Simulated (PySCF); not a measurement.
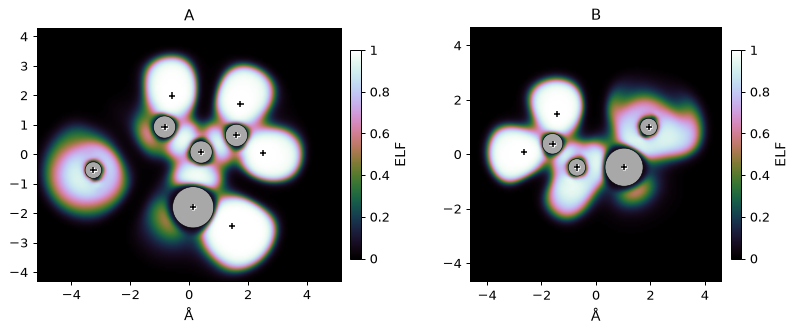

The electron localisation function of 2 systems, each on a plane through atoms (crosses mark nuclei in the plane; grey discs cover the cores).

Theory: CAM-B3LYP/def2-SVPD, SCF density, gas phase (PySCF).

System 1: C$_{2}$H$_{10}$N$_{2}$Si$_{2}$, the plane of atoms H7, C1 and H8. Geometry: GFN2-xTB.

```xyz
16

C     2.0211   -1.5741   -0.4401
N     1.1622   -0.7192   -0.7357
Si   -0.0491    0.1710    0.1268
C     0.3723    1.9746   -0.2975
N    -0.1408    0.1270    1.8595
Si   -2.0461   -0.6083   -0.7212
H     2.2304   -1.9263    0.5770
H     2.6284   -2.0222   -1.2242
H     0.4568    2.1044   -1.3708
H    -0.4045    2.6413    0.0617
H     1.3126    2.2873    0.1464
H    -0.4312   -0.7076    2.3411
H     0.5076    0.6504    2.4256
H    -3.1766   -0.3081    0.1646
H    -2.3819   -0.0168   -2.0187
H    -2.0686   -2.0646   -0.9058
```

System 2: C$_{4}$H$_{9}$NOSi, the plane of atoms C2, C1 and H9. Geometry: GFN2-xTB.

```xyz
16

C    -1.6381    1.5962   -0.2554
C    -0.8531    0.5560   -0.0126
Si   -0.5050   -0.1099    1.7265
C    -0.1890   -0.1776   -1.1476
N     1.2547   -0.1891   -1.0150
C     1.9248   -1.2759   -0.5950
O     1.4317   -2.3474   -0.3468
H    -1.8337    1.9543   -1.2567
H    -2.1323    2.1296    0.5388
H    -1.3168    0.6657    2.6663
H     0.9141    0.0897    2.0383
H    -0.8583   -1.5246    1.7739
H    -0.4998   -1.2266   -1.1371
H    -0.4548    0.2672   -2.1133
H     1.7351    0.6892   -1.1236
H     3.0130   -1.0879   -0.5209
```

### Which map belongs to which system?

Panel A is system 2, C$_{4}$H$_{9}$NOSi: the plane holds C, Si, O and H. C–C (1.33 Å): the ELF peaks at about 0.90 between the atoms; a short, multiple covalent bond. Panel B is system 1, C$_{2}$H$_{10}$N$_{2}$Si$_{2}$: the plane holds C, N, Si and H. C–N (1.25 Å): the ELF peaks at about 0.90 between the atoms; a multiple bond.
